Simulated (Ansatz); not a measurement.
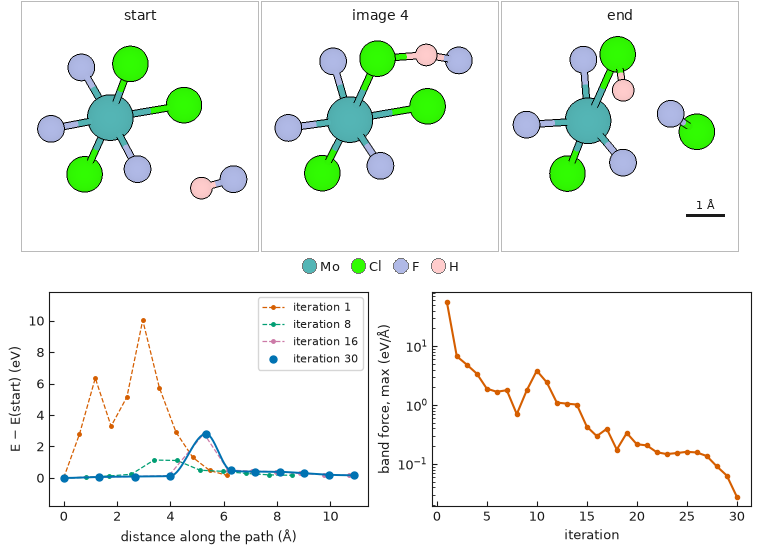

A search for the minimum-energy path of MoHCl3F4 by the nudged elastic band. Images are numbered from 0 (start) to 10 (end). The plot follows the band through its iterations. The picture is a ball-and-stick view, seen from a free direction.

The calculation used RHF/def2-SVP in Ansatz 0.2.0. Settings: 9 movable images; climbing image; force threshold 0.03 eV/Å; iteration limit 39; starting path through a guess of the saddle point.

**How did the profile develop, and is the result final?**

The result is final at these settings. The band converged in 30 iterations. The largest component of the band force went from 58 to 0.028 eV/Å. The climbing image converged on the top of the path. Its vibrational analysis gives one imaginary mode (1900i cm⁻¹), as a transition state must have. The first iteration put the highest image at 10.04 eV. The energy climbs by 2.81 eV to image 4 and then falls by 2.64 eV, so the end point sits at +0.17 eV.

Limits of the set-up: Hartree-Fock leaves out electron correlation.

The run took 16 min on 4 threads of Intel(R) Xeon(R) Platinum 8259CL CPU @ 2.50GHz (Skylake/Cascade Lake), with other jobs on the host, peak memory 0.6 GiB.
